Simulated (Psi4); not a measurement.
**UMS2/def2-QZVP (density fitting, core potential) run of SnH2OF (SMILES [OH][SnH][F])**

Aim: the vertical doublet–quartet gap of SnH2OF at UMS2/def2-QZVP (density fitting, core potential), from 2 runs. 

The results are computed with Psi4 1.11.

1 further run of the same task is left out (set aside as unsound or not needed).

### 1 The system as given

SnH2OF has 5 atoms, charge 0, and is taken as a doublet. As SMILES, `[OH][SnH][F]`. The coordinates come from a PBE0-D4/def2-TZVP relaxation. This is one conformer, not always the lowest.

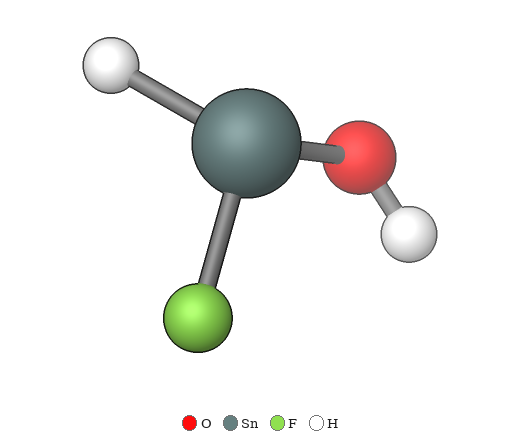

The structure, seen from a chosen angle (oxygen red, tin teal, fluorine green, hydrogen white).

### 2 The energy at UMS2/def2-QZVP (density fitting, core potential)

fh2osn.inp

```
memory 1.6 GB

molecule {
  0 2
  O
  Sn 1 1.961557
  F 2 1.93412 1 102.48202
  H 1 0.961852 2 113.40607 3 -34.38693
  H 2 1.742247 3 106.50509 4 122.40792
  units angstrom
  symmetry c1
  no_reorient
  no_com
}

set basis def2-QZVP
set reference uks
set scf_type mem_df

result = energy("ms2")
print_variables()
```

On the command line:

```sh
$ psi4 fh2osn.inp fh2osn.out -n 1
```

fh2osn.out:

```text
[...]
    !!!  WARNING: ECP capability is in beta. Please check occupations closely.  !!!
[...]
  Running in c1 symmetry.
[...]
  Nuclear repulsion =  134.684400678984190
[...]
  Multiplicity = 2
[...]
  Nalpha       = 21
  Nbeta        = 20
[...]
    Number of basis functions: 256
[...]
   @DF-UKS iter   1:  -390.18796741632212   -1.11252e+00   4.37873e-03 ADIIS/DIIS
[...]
   @DF-UKS iter  11:  -390.65084858245217   -5.04877e-08   5.46301e-07 DIIS
[...]
   @S^2 Observed:                7.545632335E-01
[...]
    Orbital Energies [Eh]
    ---------------------
    Alpha Occupied:
       1A    -24.379116     2A    -18.911642     3A     -5.035168
       4A     -3.378832     5A     -3.377183     6A     -3.374722
       7A     -1.102316     8A     -1.002215     9A     -0.972204
      10A     -0.970403    11A     -0.969511    12A     -0.962354
      13A     -0.923949    14A     -0.498391    15A     -0.424242
      16A     -0.363419    17A     -0.345048    18A     -0.341350
      19A     -0.319056    20A     -0.294151    21A     -0.223236
    Alpha Virtual:
      22A     -0.046596    23A     -0.038079    24A      0.004261
      25A      0.042465    26A      0.048491    27A      0.068699
[...]
  @DF-UKS Final Energy:  -390.65084858245217
   => Energetics <=
    Nuclear Repulsion Energy =            134.6844006789841899
    One-Electron Energy =                -889.7269621979847898
    Two-Electron Energy =                 402.2800804378343287
    DFT Exchange-Correlation Energy =     -37.8883675012858490
    Empirical Dispersion Energy =           0.0000000000000000
    VV10 Nonlocal Energy =                  0.0000000000000000
    Total Energy =                       -390.6508485824521699
[...]
 Multipole Moments:
 ------------------------------------------------------------------------------------
     Multipole            Electronic (a.u.)      Nuclear  (a.u.)        Total (a.u.)
 ------------------------------------------------------------------------------------
 L = 1.  Multiply by 2.5417464519 to convert [e a0] to [Debye]
 Dipole X            :          1.7855633           -1.4786140            0.3069494
 Dipole Y            :         15.1326872          -14.5642278            0.5684594
 Dipole Z            :         13.6842057          -13.5761905            0.1080151
 Magnitude           :                                                    0.6550048
[...]
```

Run time: 53 s. Hardware: 1 thread of Intel Xeon Platinum 8375C at 2.90GHz (Ice Lake), shared host; peak memory 1.2 GiB.

### 3 The quartet, same level

fh2osn.sdf

```

     RDKit          3D

  5  4  0  0  0  0  0  0  0  0999 V2000
   -0.6841   -1.1806    0.0208 O   0  0  0  0  0  0  0  0  0  0  0  0
    0.2954    0.4036    0.6361 Sn  0  0  0  0  0  3  0  0  0  0  0  0
   -0.0505    1.6824   -0.7731 F   0  0  0  0  0  0  0  0  0  0  0  0
   -1.4952   -0.9690   -0.4509 H   0  0  0  0  0  0  0  0  0  0  0  0
    1.9842   -0.0101    0.5255 H   0  0  0  0  0  0  0  0  0  0  0  0
  2  1  1  0
  3  2  1  0
  4  1  1  0
  5  2  1  0
M  RAD  1   2   2
M  END
$$$$
```

fh2osn.py

```python
import psi4
from rdkit import Chem

psi4.set_memory('1600 MB')
psi4.set_num_threads(1)
psi4.set_output_file('psi4.out', False)

rd = Chem.SDMolSupplier('fh2osn.sdf', removeHs=False, sanitize=False)[0]
xyz = rd.GetConformer().GetPositions()
atoms = '\n'.join(f'{a.GetSymbol()} {x:.4f} {y:.4f} {z:.4f}' for a, (x, y, z) in zip(rd.GetAtoms(), xyz))
mol = psi4.geometry('0 4\n' + atoms + '\nsymmetry c1\nno_reorient\nno_com')

psi4.set_options({
    'basis': 'def2-QZVP',
    'reference': 'uks',
    'scf_type': 'mem_df',
})

E, wfn = psi4.energy('ms2', molecule=mol, return_wfn=True)
print('E =', round(E, 9))
```

On the command line:

```sh
$ python fh2osn.py
```

psi4.out:

```text
[...]
    !!!  WARNING: ECP capability is in beta. Please check occupations closely.  !!!
[...]
  Running in c1 symmetry.
[...]
  Nuclear repulsion =  134.684409566784154
[...]
  Multiplicity = 4
[...]
  Nalpha       = 22
  Nbeta        = 19
[...]
    Number of basis functions: 256
[...]
   @DF-UKS iter   1:  -389.89494743997921   -8.70405e-01   4.34007e-03 DIIS/ADIIS
[...]
   @DF-UKS iter  18:  -390.41636435633109   -3.91576e-07   7.86436e-07 DIIS
[...]
   @S^2 Observed:                3.757696318E+00
[...]
    Orbital Energies [Eh]
    ---------------------
    Alpha Occupied:
       1A    -24.409424     2A    -19.062352     3A     -5.049466
       4A     -3.392808     5A     -3.391608     6A     -3.389125
       7A     -1.129706     8A     -1.114286     9A     -0.987038
      10A     -0.985801    11A     -0.985359    12A     -0.981456
      13A     -0.972330    14A     -0.579845    15A     -0.498629
      16A     -0.469431    17A     -0.422589    18A     -0.383149
      19A     -0.371729    20A     -0.355992    21A     -0.249957
      22A     -0.092563
    Alpha Virtual:
      23A     -0.067203    24A     -0.020558    25A     -0.009601
[...]
  @DF-UKS Final Energy:  -390.41636435633109
   => Energetics <=
    Nuclear Repulsion Energy =            134.6844095667841543
    One-Electron Energy =                -887.8693831791226785
    Two-Electron Energy =                 400.5746295433480100
    DFT Exchange-Correlation Energy =     -37.8060202873405089
    Empirical Dispersion Energy =           0.0000000000000000
    VV10 Nonlocal Energy =                  0.0000000000000000
    Total Energy =                       -390.4163643563310870
[...]
 Multipole Moments:
 ------------------------------------------------------------------------------------
     Multipole            Electronic (a.u.)      Nuclear  (a.u.)        Total (a.u.)
 ------------------------------------------------------------------------------------
 L = 1.  Multiply by 2.5417464519 to convert [e a0] to [Debye]
 Dipole X            :         -2.1282543            2.0040546           -0.1241997
 Dipole Y            :        -26.3748031           25.6944172           -0.6803859
 Dipole Z            :        -13.2606820           13.7521039            0.4914220
 Magnitude           :                                                    0.8484375
[...]
```

The script printed:

```text
E = -390.416364356
```

Wall time 78 s (1 thread of Intel Xeon Platinum 8375C at 2.90GHz (Ice Lake), shared host); peak memory 1.2 GiB.

### 4 Results

At UMS2/def2-QZVP (density fitting, core potential):

```
                                        quantity          value
                           doublet: total energy  -390.65085 Eh
                          doublet: dipole moment         1.66 D
     doublet: HOMO energy (highest over α and β)       -6.07 eV
      doublet: LUMO energy (lowest over α and β)       -4.61 eV
                                   doublet: ⟨S²⟩          0.755
                           quartet: total energy  -390.41636 Eh
                          quartet: dipole moment         2.16 D
     quartet: HOMO energy (highest over α and β)       -2.52 eV
                                   quartet: ⟨S²⟩          3.758
vertical energy of the quartet above the doublet       6.381 eV
```

**Reading.** At this shape the quartet lies 6.38 eV (147 kcal/mol) above the doublet.
